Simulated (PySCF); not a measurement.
**Two runs on TaF4**

System: TaF4, charge +1.
Method of run A: RKS BP86, Ta def2-SVP with ECP60, F def2-SVP; non-relativistic Hamiltonian with a scalar-relativistic core potential; density fitting (PySCF 2.14.0).

Text and figures count atoms from 1; the logs count them from 0 in places.

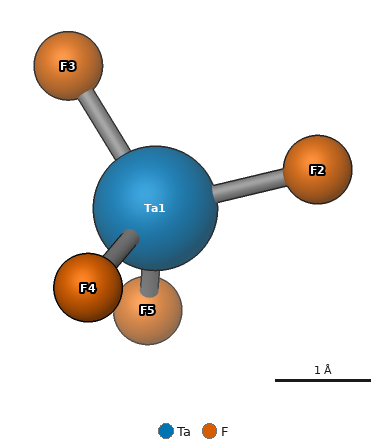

The structure as given in the input (ball-and-stick view, seen at a tilt; atoms are numbered from 1 in the order of the input). Sticks mark near contacts. Bond lengths as drawn: F–Ta 1.79 Å.

## Input, run A
```python
mol = gto.M(atom='''
Ta     0.00000     0.00000     0.00000
F      1.03280     1.03280     1.03280
F     -1.03280    -1.03280     1.03280
F      1.03280    -1.03280    -1.03280
F     -1.03280     1.03280    -1.03280''',
    basis={'Ta': 'def2-SVP', 'F': 'def2-SVP'},
    ecp={'Ta': 'def2-SVP'},
    charge=1, spin=0)
mf = dft.RKS(mol, xc='B88,P86')
mf.grids.atom_grid = (50, 194)  # f atoms: at least (60, 302), unpruned
mf = mf.density_fit()  # Ta def2-universal-JKFIT, F def2-universal-JKFIT
mf.conv_tol = 1e-08; mf.max_cycle = 55
mf.kernel(dm0)
```

The script is an equivalent of the set-up of the self-consistent field. The run itself was carried out by a driver, which started from the orbitals of the step before it where there was one and computed the further properties.

Command:
```bash
OMP_NUM_THREADS=2 python <driver script>
```

Hardware: 2 threads of Arm Neoverse V1, 24 GiB of memory available, shared host.

## Output (run A)
```
init E= -456.390562720865
  HOMO = -0.725867192464905  LUMO = -0.359847878851307  gap/eV = 9.95989
cycle= 1 E= -455.883498693348  delta_E= 0.507  |g|= 1.19  |ddm|= 2.88
  HOMO = -0.525780221149719  LUMO = -0.39432068041204  gap/eV = 3.57720
cycle= 2 E= -452.729116694283  delta_E= 3.15  |g|= 4.39  |ddm|= 3.46
  HOMO = -0.624041518343435  LUMO = -0.330906604667478  gap/eV = 7.97661
cycle= 3 E= -456.133660627837  delta_E= -3.4  |g|= 0.211  |ddm|= 2.83
  HOMO = -0.654986510396988  LUMO = -0.379237645687813  gap/eV = 7.50351
cycle= 4 E= -456.139248917381  delta_E= -0.00559  |g|= 0.0954  |ddm|= 0.25
  HOMO = -0.65108422154107  LUMO = -0.368457918857843  gap/eV = 7.69065
cycle= 5 E= -456.141212141443  delta_E= -0.00196  |g|= 0.0126  |ddm|= 0.0789
  HOMO = -0.65121738367843  LUMO = -0.36778746022856  gap/eV = 7.71252
cycle= 6 E= -456.141243041541  delta_E= -3.09e-05  |g|= 0.00181  |ddm|= 0.00813
  HOMO = -0.651277805168349  LUMO = -0.367739100408437  gap/eV = 7.71548
cycle= 7 E= -456.141243633899  delta_E= -5.92e-07  |g|= 1.23e-05  |ddm|= 0.00115
  HOMO = -0.651278894026172  LUMO = -0.367740710768799  gap/eV = 7.71547
cycle= 8 E= -456.141243633936  delta_E= -3.75e-11  |g|= 1.21e-06  |ddm|= 1.72e-05
  HOMO = -0.651278911079956  LUMO = -0.367740421765351  gap/eV = 7.71548
Extra cycle  E= -456.141243633931  delta_E= 4.77e-12  |g|= 3.54e-06  |ddm|= 3.13e-06
converged SCF energy = -456.141243633931
```

The input of run B differs as follows (lines with − go, lines with + come):
```diff
-Ta     0.00000     0.00000     0.00000
-F      1.03280     1.03280     1.03280
-F     -1.03280    -1.03280     1.03280
-F      1.03280    -1.03280    -1.03280
-F     -1.03280     1.03280    -1.03280''',
+Ta     0.04208     0.11215     0.27555
+F      0.85461     0.52834     1.02997
+F     -0.97919    -0.77172     1.00135
+F      1.12964    -0.83637    -1.04190
+F     -1.04714     0.96760    -1.26496''',
```

How does run B compare with run A?

With the same method and basis, run B lies 717.1 kcal/mol higher. The HOMO goes from −17.72 to −13.68 eV. The LUMO goes from −10.01 to −10.14 eV. On the same kind of shared host run B took about 1.5 times as long.

## Output (run B)
```
init E= -455.127433755408
  HOMO = -0.726851651228697  LUMO = -0.537965075411467  gap/eV = 5.13987
cycle= 1 E= -454.859367012131  delta_E= 0.268  |g|= 0.822  |ddm|= 3.02
  HOMO = -0.311075029813558  LUMO = -0.286454641383111  gap/eV = 0.66995
cycle= 2 E= -452.97554621661  delta_E= 1.88  |g|= 3.16  |ddm|= 3.33
  HOMO = -0.488723046745968  LUMO = -0.312364709637706  gap/eV = 4.79895
cycle= 3 E= -454.8866417577  delta_E= -1.91  |g|= 0.733  |ddm|= 2.75
  HOMO = -0.471602944481232  LUMO = -0.362734991524778  gap/eV = 2.96245
cycle= 4 E= -454.970311519424  delta_E= -0.0837  |g|= 0.408  |ddm|= 1.02
  HOMO = -0.496697601802431  LUMO = -0.37760603853399  gap/eV = 3.24065
cycle= 5 E= -454.994682409557  delta_E= -0.0244  |g|= 0.137  |ddm|= 0.275
  HOMO = -0.497534003827367  LUMO = -0.373144852394585  gap/eV = 3.38480
cycle= 6 E= -454.997685880347  delta_E= -0.003  |g|= 0.0641  |ddm|= 0.12
  HOMO = -0.499927954699282  LUMO = -0.373011965533205  gap/eV = 3.45356
cycle= 7 E= -454.998325248663  delta_E= -0.000639  |g|= 0.0292  |ddm|= 0.0514
  HOMO = -0.502442368389709  LUMO = -0.372384077377756  gap/eV = 3.53907
cycle= 8 E= -454.998494597795  delta_E= -0.000169  |g|= 0.0102  |ddm|= 0.031
  HOMO = -0.502980160730215  LUMO = -0.372493136618001  gap/eV = 3.55073
cycle= 9 E= -454.998509194341  delta_E= -1.46e-05  |g|= 0.00187  |ddm|= 0.00769
  HOMO = -0.502824581472609  LUMO = -0.372587115692966  gap/eV = 3.54394
cycle= 10 E= -454.9985100653  delta_E= -8.71e-07  |g|= 0.000316  |ddm|= 0.00209
  HOMO = -0.502781181624539  LUMO = -0.372583109248183  gap/eV = 3.54287
cycle= 11 E= -454.998510086124  delta_E= -2.08e-08  |g|= 4.67e-05  |ddm|= 0.000352
  HOMO = -0.502784576546054  LUMO = -0.372582809158722  gap/eV = 3.54297
cycle= 12 E= -454.998510086582  delta_E= -4.58e-10  |g|= 2.57e-06  |ddm|= 4.51e-05
  HOMO = -0.502784929965425  LUMO = -0.372582749845296  gap/eV = 3.54298
Extra cycle  E= -454.998510086578  delta_E= 3.75e-12  |g|= 4.58e-06  |ddm|= 5.96e-06
converged SCF energy = -454.998510086578
```

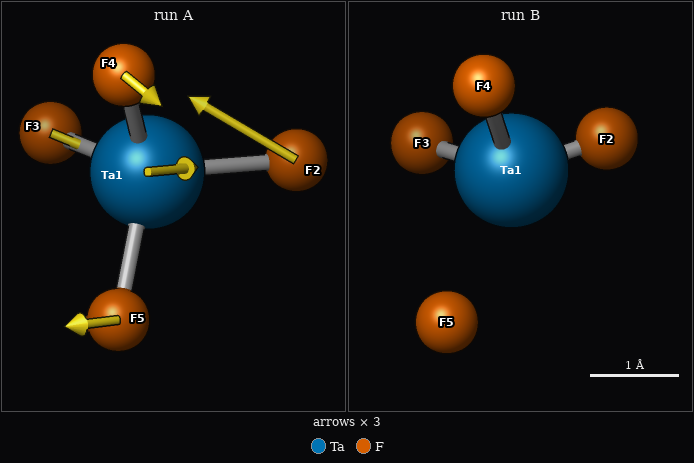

The two input geometries at one scale (ball-and-stick view, seen at a tilt). The yellow arrows on the first give the shifts of the atoms after the best rigid fit, magnified 3 times. The largest move after the best rigid fit is that of F2, 0.48 Å. Largest moves by element: F 0.48 Å, Ta 0.30 Å. Among the contacts that change: Ta1–F2 1.789 → 1.184 Å, Ta1–F5 1.789 → 2.072 Å, Ta1–F3 1.789 → 1.533 Å, Ta1–F4 1.789 → 1.954 Å.

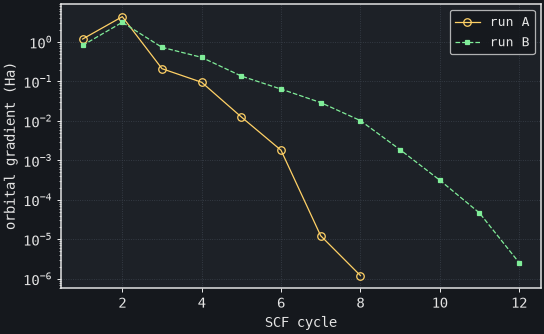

Convergence of the two runs: orbital gradient against the SCF cycle. Run A takes 8 cycles in all, and run B takes 12.

## The two runs side by side

| quantity | run A | run B |
| --- | --- | --- |
| outcome | converged | converged |
| total energy (hartree) | −456.141244 | −454.998510 |
| HOMO (eV) | −17.72 | −13.68 |
| LUMO (eV) | −10.01 | −10.14 |
| basis functions | 88 | 88 |
| largest force (eV/Å) | – | 142.349 |
| wall time (shared host) | 2.1 s | 3.2 s |
